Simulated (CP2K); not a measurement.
# InSiH4F (SMILES [F][InH][SiH3]) at GFN1-xTB

What is the vertical ionisation energy of InSiH4F at GFN1-xTB? 

The results are computed with CP2K 2026.2.

5 further runs of the same task are left out: 5 set aside as unsound or not needed. Runs told in other sessions of the task aren't counted.

### 1 Starting point

InSiH4F has 7 atoms, charge 0, and is taken as a singlet. SMILES: `[F][InH][SiH3]`. Geometry: relaxed at PBE0-D4/def2-TZVP.

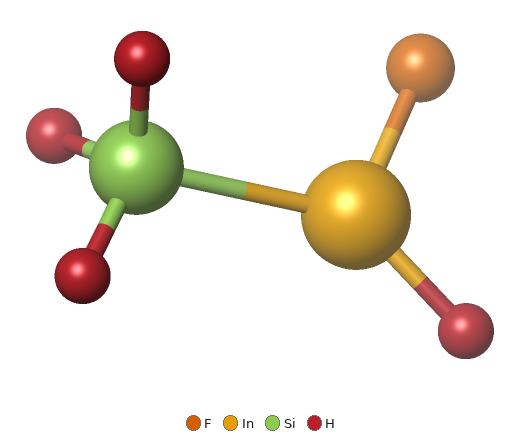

The structure, seen from a chosen angle (fluorine orange, indium amber, silicon green, hydrogen red).

### 2 A single-point energy at GFN1-xTB

The input, molecule.xyz:

```xyz
7

F     -0.196000    -2.340000     1.298800
In    -0.756000    -1.164900    -0.176800
Si     0.528000     1.043100    -0.028600
H     -1.937800    -1.965900    -1.125300
H      1.986000     0.765900    -0.108800
H      0.226000     1.696000     1.272200
H      0.149800     1.965800    -1.131400
```

The input, qs.inp:

```
&GLOBAL
    PROJECT qs
    RUN_TYPE ENERGY
    PRINT_LEVEL MEDIUM
&END GLOBAL

&FORCE_EVAL
    METHOD QS
    &DFT
        ! Quickstep
        &QS
            METHOD XTB
            EPS_DEFAULT 1.0E-10
            &XTB
                GFN_TYPE TBLITE
                &TBLITE
                    METHOD GFN1
                &END TBLITE
                CHECK_ATOMIC_CHARGES F
            &END XTB
        &END QS
        ! no periodic images
        &POISSON
            PERIODIC NONE
            POISSON_SOLVER ANALYTIC
        &END POISSON
        &SCF
            SCF_GUESS ATOMIC
            EPS_SCF 1.0E-07
            MAX_SCF 150
            ADDED_MOS 4
            &DIAGONALIZATION
                ALGORITHM STANDARD
            &END DIAGONALIZATION
            &MIXING
                METHOD DIRECT_P_MIXING
                ALPHA 0.4
            &END MIXING
            &SMEAR ON
                METHOD FERMI_DIRAC
                ELECTRONIC_TEMPERATURE [K] 300
            &END SMEAR
        &END SCF
        &PRINT
            &MOMENTS
                PERIODIC F
                REFERENCE COM
                MAX_MOMENT 1
            &END MOMENTS
            &MO ON
                ENERGIES T
                OCCUPATION_NUMBERS T
                NDIGITS 6
                &EACH
                    QS_SCF 0
                &END EACH
                ADD_LAST NUMERIC
            &END MO
            &HIRSHFELD OFF
            &END HIRSHFELD
        &END PRINT
    &END DFT
    &SUBSYS
        &CELL
            ABC 11.9 12.3 10.4
            PERIODIC NONE
        &END CELL
        &TOPOLOGY
            COORD_FILE_NAME molecule.xyz
            COORD_FILE_FORMAT XYZ
            &CENTER_COORDINATES
            &END CENTER_COORDINATES
        &END TOPOLOGY
    &END SUBSYS
&END FORCE_EVAL
```

Started as:

```console
OMP_NUM_THREADS=1 cp2k.psmp -i qs.inp -o qs.out
```

Output:

```text
CP2K| version string:                                       CP2K version 2026.2
[...]
 GLOBAL| Method name                                                        CP2K
[...]
 GLOBAL| Run type                                                         ENERGY
[...]
                             - Atoms:                                          7
[...]
                             - Spherical basis functions:                     30
[...]
 Number of electrons:                                                         18
[...]
  *** SCF run converged in    29 steps ***
[...]
  Fermi energy:                                                -0.27525794065977
[...]
 TB_DIPOLE| Moment [Debye]         -0.52133680       3.29903616      -2.83071025
 TB_DIPOLE| Derivative [a.u.]       0.00000000       0.00000000       0.00000000
[...]
 ENERGY| Total FORCE_EVAL ( QS ) energy [hartree]            -10.694942128077765
[...]
```

It took 0.24 s on 1 thread of Arm Neoverse V2, shared host.

### 3 The doublet cation, same level

molecule.xyz is that of step 2.

The input, mol.inp:

```
&GLOBAL
   PROJECT_NAME mol
   RUN_TYPE ENERGY
   PRINT_LEVEL MEDIUM
&END GLOBAL

&FORCE_EVAL
   METHOD Quickstep
   &DFT
      CHARGE 1
      MULTIPLICITY 2
      UKS T
      # Quickstep
      &QS
         METHOD XTB
         EPS_DEFAULT 1.0E-10
         &XTB
            GFN_TYPE TBLITE
            &TBLITE
               METHOD GFN1
            &END TBLITE
            CHECK_ATOMIC_CHARGES F
         &END XTB
      &END QS
      # cluster boundary conditions
      &POISSON
         PERIODIC NONE
         POISSON_SOLVER ANALYTIC
      &END POISSON
      &SCF
         SCF_GUESS ATOMIC
         EPS_SCF 1.0E-07
         MAX_SCF 150
         ADDED_MOS 4
         &DIAGONALIZATION
            ALGORITHM STANDARD
         &END DIAGONALIZATION
         &MIXING
            METHOD DIRECT_P_MIXING
            ALPHA 0.4
         &END MIXING
         &SMEAR ON
            METHOD FERMI_DIRAC
            ELECTRONIC_TEMPERATURE [K] 300
            FIXED_MAGNETIC_MOMENT 1.0
         &END SMEAR
      &END SCF
      # extra output
      &PRINT
         &MOMENTS
            PERIODIC F
            REFERENCE COM
            MAX_MOMENT 1
         &END MOMENTS
         &MO ON
            ENERGIES T
            OCCUPATION_NUMBERS T
            NDIGITS 6
            &EACH
               QS_SCF 0
            &END EACH
            ADD_LAST NUMERIC
         &END MO
         &HIRSHFELD OFF
         &END HIRSHFELD
      &END PRINT
   &END DFT
   # atoms, cell and kinds
   &SUBSYS
      &CELL
         ABC 11.9 12.3 10.4
         PERIODIC NONE
      &END CELL
      &TOPOLOGY
         COORD_FILE_NAME molecule.xyz
         COORD_FILE_FORMAT XYZ
         &CENTER_COORDINATES
         &END CENTER_COORDINATES
      &END TOPOLOGY
   &END SUBSYS
&END FORCE_EVAL
```

Started as:

```console
OMP_NUM_THREADS=1 cp2k.psmp mol.inp > mol.out
```

Output:

```text
CP2K| version string:                                       CP2K version 2026.2
[...]
 GLOBAL| Method name                                                        CP2K
[...]
 GLOBAL| Run type                                                         ENERGY
[...]
                             - Atoms:                                          7
[...]
                             - Spherical basis functions:                     30
[...]
 Number of electrons:                                                          9
[...]
  *** SCF run converged in    52 steps ***
[...]
  Fermi energy:                                                -0.52940516816579
[...]
 TB_DIPOLE| Moment [Debye]          0.10506945       5.41781255      -3.44444810
 TB_DIPOLE| Derivative [a.u.]       0.00000000       0.00000000       0.00000000
[...]
 ENERGY| Total FORCE_EVAL ( QS ) energy [hartree]            -10.207163294544550
[...]
```

Wall time 0.3 s (1 thread of Arm Neoverse V2, shared host).

### 4 Outcome

At GFN1-xTB:

```
                                                  quantity         value
                             singlet InSiH4F: total energy  -10.69494 Eh
singlet InSiH4F: dipole moment (from atomic charges alone)        4.38 D
                              singlet InSiH4F: HOMO energy     -10.85 eV
                              singlet InSiH4F: LUMO energy      -6.59 eV
                            singlet InSiH4F: HOMO–LUMO gap       4.26 eV
                        singlet InSiH4F: dispersion energy  -4.29 kJ/mol
                              doublet cation: total energy  -10.20716 Eh
        doublet cation: HOMO energy (highest over α and β)     -16.16 eV
         doublet cation: LUMO energy (lowest over α and β)     -15.70 eV
                         doublet cation: dispersion energy  -4.29 kJ/mol
        vertical ionisation energy (to the doublet cation)     13.273 eV
```

In words: Removing an electron at fixed nuclei costs 13.27 eV (1281 kJ/mol). No empirical shift is applied, and without it xTB methods put this difference several eV too high. The dipole (singlet InSiH4F) comes from point charges on the atoms alone, without atomic dipoles, so it is partial.
